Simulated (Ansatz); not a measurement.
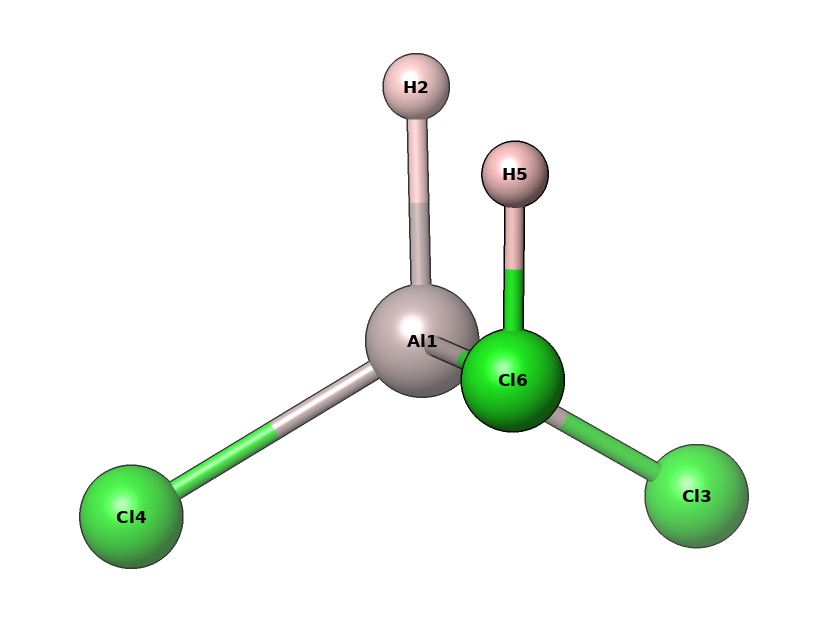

Al1 lies behind Cl6. The molecule seen a little off the Cl6–Al1 bond, Cl6 in front. Atoms fade into the background with distance from the viewer. The computed geometry is a stationary point of PBE0-D4/def2-TZVP, a saddle point of order 1.

### What is the torsion angle H5–Cl6–Al1–Cl3? The sign is positive where the front bond must turn clockwise to cover the back bond.

120°, anticlinal.
